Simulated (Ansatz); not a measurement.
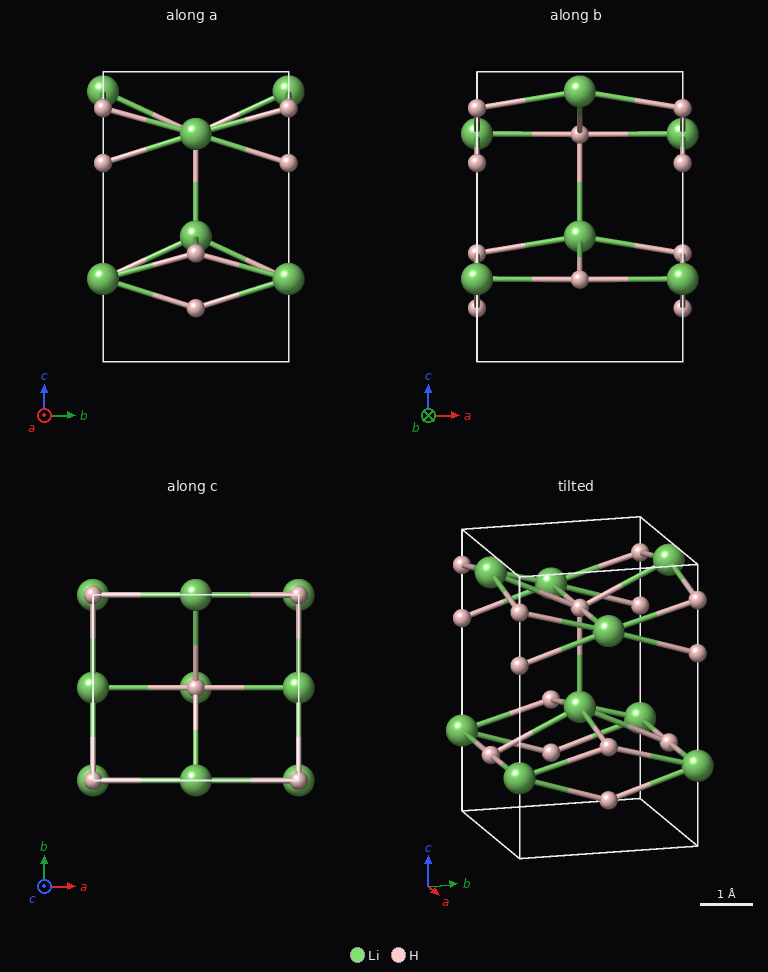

This ball-and-stick model is shown along the a axis, along the b axis, along the c axis and slightly off an axis. The parallelepiped is the conventional unit cell.

Lattice parameters: a = 3.9563 Å, b = 3.5697 Å, c = 5.5854 Å, α = 90.000°, β = 90.000°, γ = 90.000°.

From the views, write a CIF in P1 with every atom of the cell, with free fractional coordinates to two decimals.

Answer.
```cif
data_structure
_symmetry_space_group_name_H-M 'P 1'
_symmetry_Int_Tables_number 1
_cell_length_a 3.9563
_cell_length_b 3.5697
_cell_length_c 5.5854
_cell_angle_alpha 90.000
_cell_angle_beta 90.000
_cell_angle_gamma 90.000
_cell_volume 78.88
loop_
_atom_site_label
_atom_site_type_symbol
_atom_site_fract_x
_atom_site_fract_y
_atom_site_fract_z
_atom_site_occupancy
Li1 Li 0.00 0.00 0.29 1
Li2 Li 0.50 0.00 0.93 1
H1 H 0.00 0.00 0.87 1
H2 H 0.50 0.00 0.28 1
H3 H 0.00 0.00 0.68 1
Li3 Li 0.00 0.50 0.79 1
Li4 Li 0.50 0.50 0.43 1
H4 H 0.00 0.50 0.37 1
H5 H 0.50 0.50 0.78 1
H6 H 0.00 0.50 0.18 1
```

The cell started as a random cell made by a generator, so it need not be a real form of the compound. The picture shows the end point of a geometry optimisation with DFT PBE, scalar-relativistic, plane waves, PAW (Ansatz 0.2.0).
